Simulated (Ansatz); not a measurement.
**CH2FSi (SMILES C=[Si]F) (doublet): density, localisation and related maps**

Input

```
crystal:
  periodic: [false, false, false]
  atoms:
    - {symbol: C, position_ang: [-1.367252, -1.509947, -0.504616]}
    - {symbol: F, position_ang: [-0.382765, 0.828126, 0.644399]}
    - {symbol: Si, position_ang: [-1.488133, 0.311595, -0.473420]}
    - {symbol: H, position_ang: [-1.207569, -2.072763, 0.438204]}
    - {symbol: H, position_ang: [-1.911372, -2.089642, -1.274728]}
basis:
  gaussian: {orbitals: def2-TZVPD}
hamiltonian: {xc: {name: PBE0}}
output: {forces: true, orbitals: {seedname: orbitals}}
magnetization: {spin_polarized: true, initial_magnetization: 1}
```

Launched as:

```sh
ansatz run input.yaml --threads 1 --pin off --max-ram 2610MiB --events-out events.jsonl --progress --plain --runs-dir runs
```

Geometry: PBE-D3(BJ)/def2-SVP; ⟨S²⟩ = 0.82, above the pure value of 0.75.

Method: isolated molecule in a Gaussian basis; Kohn-Sham density functional theory, functional PBE0 in Ansatz 0.2.0.

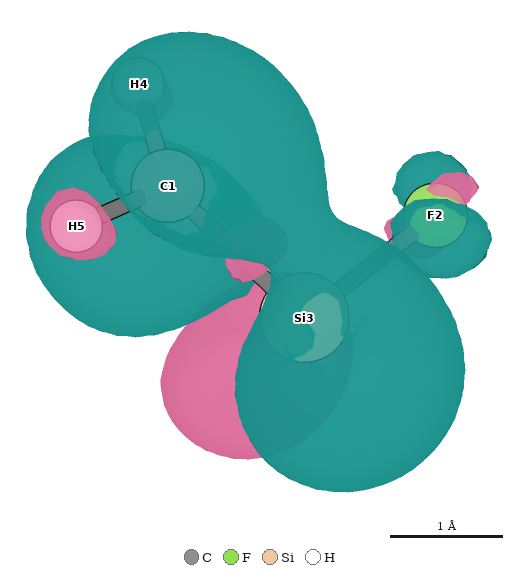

Figure 1. Isosurfaces of the spin density at +0.02 (teal) and −0.02 e/Å³ (pink), seen at a tilt.

Where is the unpaired spin?

The unpaired spin (1 electron) lies mostly on C1 (about 0.6) and Si3 (about 0.3), in electrons by Hirshfeld's partition.

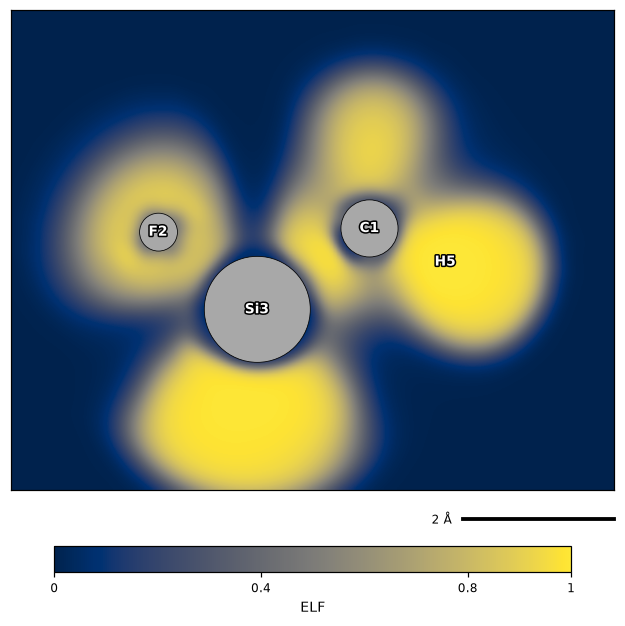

Figure 2. Electron localisation function on the plane of atoms C1, Si3 and F2. Grey discs cover the atomic cores.

Describe what can be read from this map.

The section cuts through C, F, Si and H sites.
Si–F (1.65 Å): the ELF peaks at about 0.85 in the valence shell of F, 0.6 Å from its nucleus, and is about 0.55 at the midpoint.
C–Si (1.83 Å): the ELF peaks at about 0.95 between the atoms; a shared electron pair.
C–H (1.11 Å): the ELF climbs to about 1 towards the hydrogen, as it does in any bond to H: a covalent bond by its length.
The ELF also peaks beside Si3 and F2, away from the bonds: non-bonding electrons, paired or unpaired.

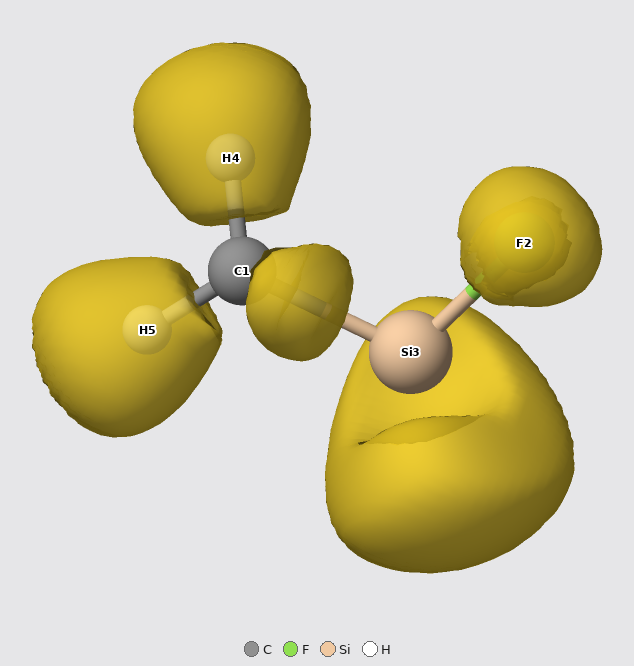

Figure 3. Isosurface of the electron localisation function at 0.8 (yellow), seen across its widest extent. Only the valence region is drawn (cores and ρ < 0.01 e/Å³ removed).

Where are the electrons localised?

The surface consists of one region between bonded C–Si atoms (shared pairs), two regions around hydrogen nuclei, one lobe on Si, pointing away from the bonds (non-bonding electrons) and one region wrapped around F (its lone pairs, merged into a ring or cap).

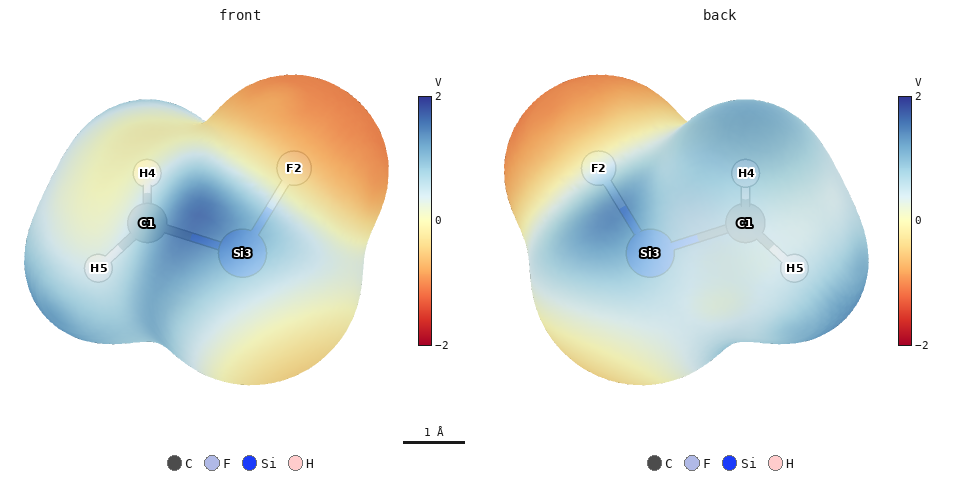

Figure 4. The electrostatic potential painted on the density surface at 0.002 e/bohr³, seen from the front and from behind; the colour scale runs from red (negative) to blue (positive).

Describe the electrostatic potential map.

The most negative region (about −1.0 V) lies over F2, the most positive (about +1.6 V) over Si3.

What dipole moment does the calculation give?

Its dipole moment is 1.83 D.
